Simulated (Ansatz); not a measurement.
The reference is SnTe in the rock salt structure (space group Fm-3m, No. 225; a = 6.370 Å).

Structures relaxed with Ansatz (a program for electronic structure) r2SCAN, spin-orbit coupling left out.

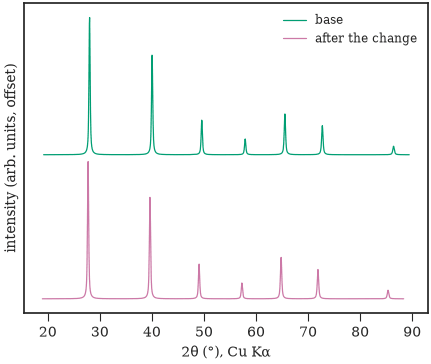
Fig. 1. Simulated powder patterns before (top) and after one change

Name the change that was made.
A. isotropic strain +1.50 %
B. isotropic strain +1.00 %
C. isotropic strain +2.50 %
D. isotropic strain +3.00 %

B, isotropic strain +1.00 %. Its volume per atom is 33.28 Å³ against 32.30 Å³, and its space group is Fm-3m (No. 225).

No phonon test of stability was made.
